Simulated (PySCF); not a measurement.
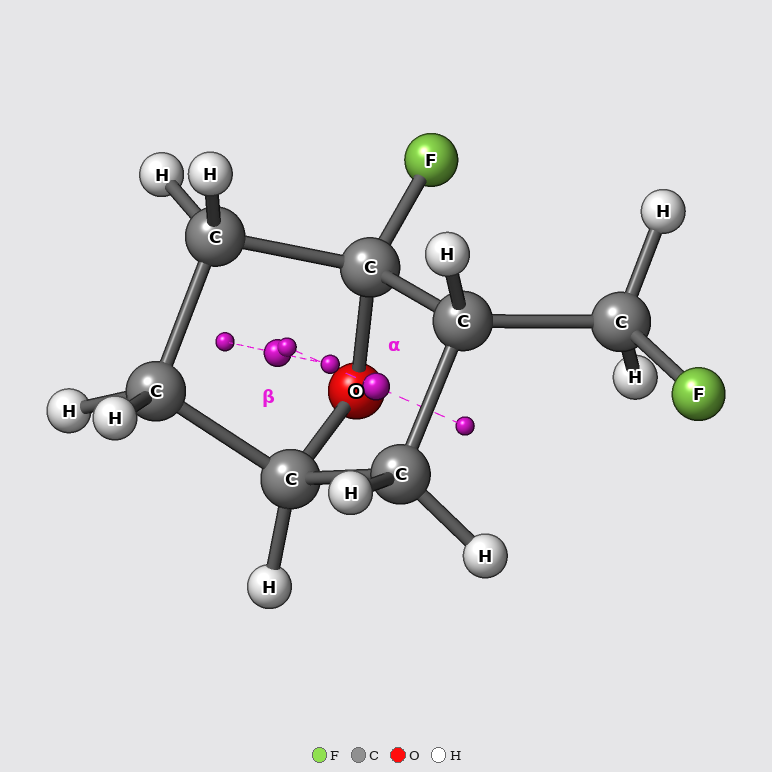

The small points mark where nucleus-independent chemical shifts (NICS) were computed: at the centre of each lettered ring and 1 Å above and below it. The geometry was computed by an optimisation with PBE0-D3(BJ)/def2-SVP. No frequency run is at hand to confirm it as a minimum. Level of theory: GIAO PBE0/pcSseg-1 NMR shielding, non-relativistic, IEF-PCM benzene (PySCF 2.14.0).

Give NICS(0), NICS(1) and the out-of-plane component NICS(1)zz for each ring (means of the two sides).

```
ring  members  NICS(0)  NICS(1)  NICS(1)zz
   α      C4O     −8.5     −5.5       −7.4
   β      C4O     −8.6     −5.7       −7.4
```

Values in ppm.
